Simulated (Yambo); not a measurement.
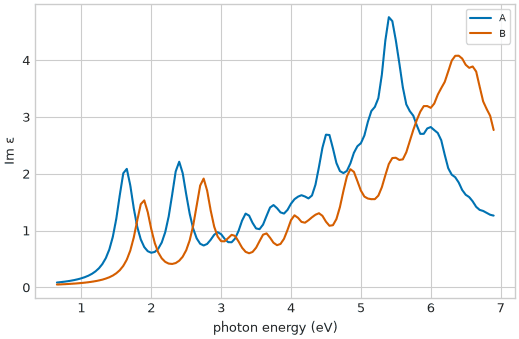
Figure: Two computed absorption spectra of CuCl (zinc blende, space group F-43m, No. 216) under isotropic strain of -3 % on all lattice vectors (Yambo, PBEsol bands with the same scissor, field along x)

### Question
Which curve includes the electron-hole attraction (BSE)?

### Answer
Curve A: the attraction moves weight to lower energy (centre of the plotted range 4.6 eV against 5.0 eV). Settings: 8×8×8 mesh, 5 valence and 1 conduction bands, static screening with 27 bands and a 4 Ry block, scissor 1.14 eV, Tamm-Dancoff. The scissor comes from a G0W0 run whose convergence isn't established. Broadening 0.15 eV. The band window holds all transitions up to 6.9 eV. On this mesh the peak heights and the fine structure are mesh artefacts; only the shift of weight is robust.

Geometry strained from the cell relaxed with PBEsol, atoms relaxed again; primitive cell a = 3.6277 Å, b = 3.6277 Å, c = 3.6277 Å, α = 60.00°, β = 60.00°, γ = 60.00°.
